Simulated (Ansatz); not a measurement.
# Calculations on TaN2H6SCl2F

**1. Relaxation**

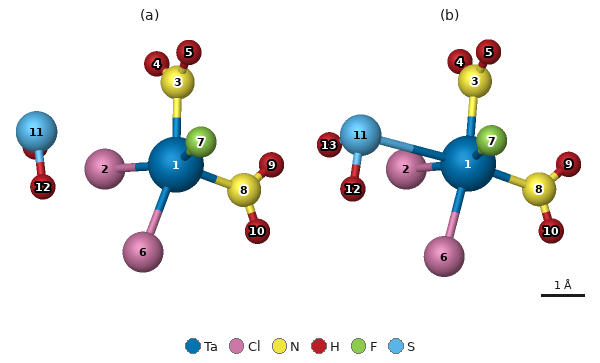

The structure of TaN2H6SCl2F before (left) and after (right) a relaxation, at one scale.

A ball-and-stick model, seen at a tilt.

The run prepares an end point of a later path (reaction) calculation, from a guessed geometry.

The calculation used RKS PBE/def2-SVP in Ansatz 0.2.0. Set-up: no spin polarisation; force threshold 0.03 eV/Å; at most 50 steps.

Q: Describe what moved and what it gained.

A: Over 7 accepted moves (8 points after the start) the energy falls by 0.187 eV. Largest force component: 0.7 eV/Å at the start, 0.025 eV/Å at the end. The line search rejected the trial step at point 4 of the run. The atom that moves furthest after the best rigid fit is S11 (0.59 Å). Largest moves by element: S 0.59 Å, H 0.25 Å, F 0.23 Å, Ta 0.19 Å, N 0.16 Å, Cl 0.15 Å. Near-neighbour distances that change, for instance: Ta1–S11 3.694 → 2.964 Å, Ta1–Cl2 2.451 → 2.395 Å, S11–H13 1.386 → 1.362 Å, Ta1–Cl6 2.384 → 2.407 Å. New bonds form, among them: Ta1–S11 (3.69 → 2.96 Å). Among the angles between lasting bonds that change: N3–Ta1–Cl6 158.8° → 168.3°, Cl6–Ta1–N8 100.1° → 92.9°, Cl2–Ta1–F7 152.3° → 156.1°. Cost: 55 s on 4 threads of Intel(R) Xeon(R) Processor @ 2.50GHz (Skylake/Cascade Lake), with other jobs on the host, peak memory 0.28 GiB.

Limits of the set-up: the start holds two separate molecules, 2.6 Å apart at their closest, whose relative position is a soft coordinate and is computed without a dispersion correction.

**2. Relaxation**

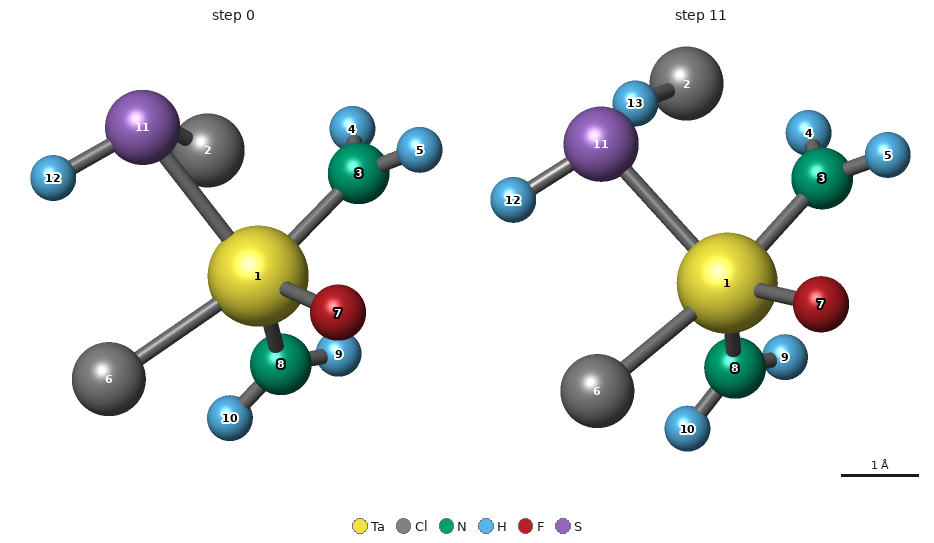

The structure of TaN2H6SCl2F before (left) and after (right) a relaxation, at one scale.

A ball-and-stick model, seen at a tilt.

The run prepares an end point of a later path (reaction) calculation, from a guessed geometry.

The calculation used Ansatz 0.2.0, RKS PBE/def2-SVP.

Input file:
```yaml
crystal:
  periodic: [false, false, false]
  atoms:
    - { symbol: Ta, position_ang: [-0.5786, 0.383793, -0.270856] }
    - { symbol: Cl, position_ang: [2.636368, -1.202196, 0.582143] }
    - { symbol: "N", position_ang: [0.062467, 0.57177, 1.597215] }
    - { symbol: H, position_ang: [0.964715, 0.237947, 1.966236] }
    - { symbol: H, position_ang: [-0.419592, 1.153621, 2.298394] }
    - { symbol: Cl, position_ang: [-0.774665, 0.033737, -2.642613] }
    - { symbol: F, position_ang: [-2.222875, 1.226747, 0.104227] }
    - { symbol: "N", position_ang: [-0.653611, -1.588892, -0.144962] }
    - { symbol: H, position_ang: [-0.548015, -2.112824, 0.730518] }
    - { symbol: H, position_ang: [-0.641147, -2.218933, -0.955773] }
    - { symbol: S, position_ang: [1.284526, 1.939604, -0.850075] }
    - { symbol: H, position_ang: [1.263091, 1.820738, -2.210371] }
    - { symbol: H, position_ang: [2.749236, -0.077313, -0.141583] }
basis:
  gaussian: { orbitals: def2-SVP }
hamiltonian:
  xc: pbe
relax:
  f_tol: 0.03
  max_steps: 50
```

Run as
```bash
ansatz run input.yaml --threads 4 --pin off --max-ram 5120MiB --backend cpu --events-out ev --progress --plain --runs-dir out
```

Question: Summarise the run.

Answer: Over 11 geometry steps the energy falls by 25.4 kJ/mol. Largest force component: 0.5 eV/Å at the start, 0.028 eV/Å at the end. The atom that moves furthest after the best rigid fit is Cl2 (0.89 Å). Largest moves by element: Cl 0.89 Å, H 0.66 Å, S 0.48 Å, F 0.24 Å, N 0.18 Å, Ta 0.14 Å. Near-neighbour distances that change, for instance: Ta1–S11 2.495 → 2.465 Å, Ta1–Cl6 2.405 → 2.386 Å, Ta1–N8 1.978 → 1.967 Å, Ta1–F7 1.885 → 1.895 Å. Among the angles between lasting bonds that change: N8–Ta1–S11 131.7° → 113.7°, F7–Ta1–S11 114.7° → 126.1°, N3–Ta1–Cl6 165.6° → 172.5°. Cost: 79 s on 4 threads of Intel(R) Xeon(R) Processor @ 2.50GHz (Skylake/Cascade Lake) (shared host), peak memory 0.27 GiB.

Limits of the set-up: the start holds two separate molecules, 2.6 Å apart at their closest, whose relative position is a soft coordinate and is computed without a dispersion correction.

**3. Path**

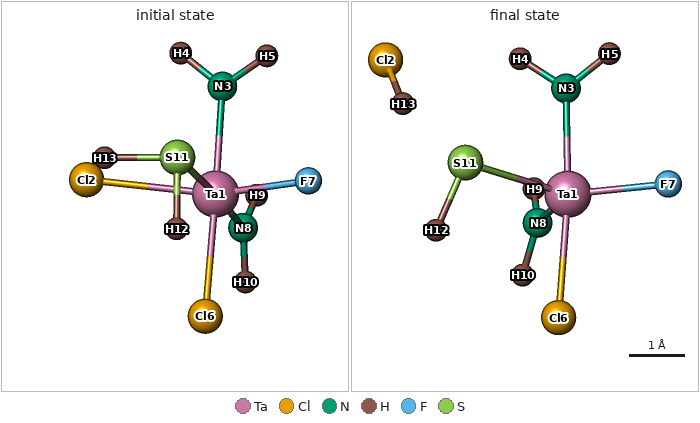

The two relaxed end points of a path for TaN2H6SCl2F. The picture is a ball-and-stick view, seen from a free direction.

Level of theory: Ansatz, RKS PBE/def2-SVP.

Run with 5 movable images; climbing image; force threshold 0.03 eV/Å; iteration limit 60.

Start:
```xyz
13

Ta   -0.0134   -0.2255   -0.1604
Cl    2.2215   -1.0632    0.0417
N     0.1587    0.3273    1.7548
H     0.9227    0.0721    2.3918
H    -0.4466    1.0355    2.1895
Cl   -0.0437   -0.4413   -2.5574
F    -1.3846    1.1068   -0.2038
N    -1.0455   -1.8735    0.1023
H    -1.3638   -2.2476    1.0013
H    -1.3311   -2.4761   -0.6782
S     1.4575    2.2582   -0.8330
H     1.3228    2.0629   -2.1766
H     2.6674    1.6322   -0.8096
```

End:
```xyz
13

Ta   -0.7272    0.3701   -0.3105
Cl    3.2107   -0.5864    1.0821
N     0.0390    0.5807    1.5128
H     0.9990    0.3179    1.7966
H    -0.4230    1.0906    2.2776
Cl   -1.4049    0.2898   -2.5967
F    -2.2960    1.2263    0.3182
N    -0.5932   -1.5918   -0.2605
H    -0.3565   -2.1503    0.5646
H    -0.7458   -2.1804   -1.0870
S     1.3548    1.4872   -1.0121
H     1.3683    1.1403   -2.3312
H     2.6965    0.1738    0.1085
```

Predict the minimum-energy path and its barrier.

The highest point, image 3, lies 19.8 kcal/mol above the start and 5.1 kcal/mol above the end; the end is at +14.7 kcal/mol relative to the start. Breaking: S11–H13 (1.36 → 1.97 at the top → 2.19 Å), Ta1–Cl2 (2.40 → 3.30 at the top → 4.29 Å). Forming: Cl2–H13 (2.86 → 1.39 at the top → 1.34 Å). The band converged in 20 iterations, with a climbing image at the top. At the top, the vibrational analysis gives one imaginary mode (75i cm⁻¹), as a transition state must have.

Energies of the converged images:

| image | path (Å) | E (kcal/mol) |
| --- | --- | --- |
| 0 | 0.00 | 0.0 |
| 1 | 0.76 | 1.9 |
| 2 | 1.53 | 11.7 |
| 3 | 2.29 | 19.8 |
| 4 | 3.11 | 17.8 |
| 5 | 3.93 | 15.6 |
| 6 | 4.75 | 14.7 |

The geometry at the top of the path:

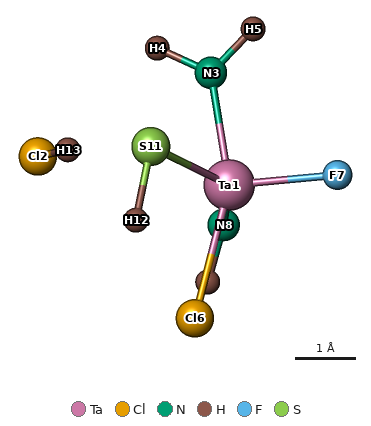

Cost: 9.5 min on 4 threads of Intel(R) Xeon(R) Processor @ 2.50GHz (Skylake/Cascade Lake), on a shared host, peak memory 0.28 GiB.
